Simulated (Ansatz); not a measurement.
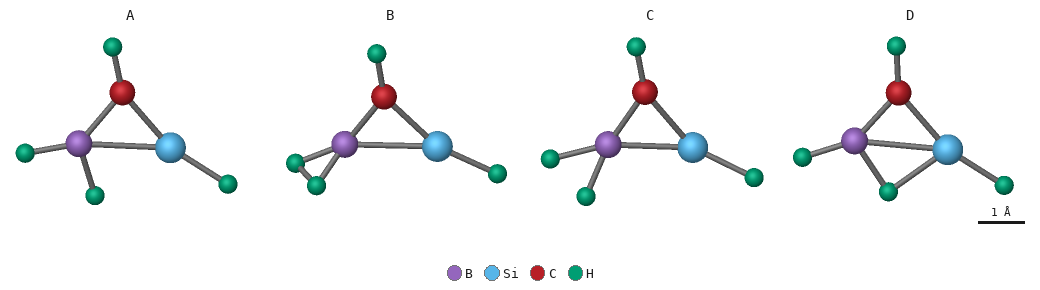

4 geometries from one relaxation of CH4BSi (charge +1), in shuffled order. The picture is a ball-and-stick view, seen at a tilt.

It is one of the separated reactants of a reaction.

Method: RKS PBE-D4/def2-SVP in Ansatz. (force threshold 0.03 eV/Å; at most 250 steps)

Q: Order the frames from highest to lowest energy.

A: B, C, A, D. They are steps 0, 3, 7, 13, at +288.4 kJ/mol, +154.1 kJ/mol, +41.0 kJ/mol relative to the last. The atom that moves furthest after the best rigid fit is an H atom (1.29 Å). Largest moves by element: H 1.29 Å, B 0.30 Å, Si 0.24 Å, C 0.15 Å. Among the contacts that change: H–Si 2.800 → 1.633 Å, H–H 0.897 → 2.048 Å, B–H 1.150 → 1.408 Å, C–Si 1.693 → 1.719 Å. Bond angles that change, for instance: Si–B–H 121.1° → 52.5°, H–B–H 45.2° → 103.1°, C–B–H 138.9° → 107.9°. After 13 geometry steps the energy has fallen by 288.4 kJ/mol. The largest force component goes from 6.7 to 0.0074 eV/Å.
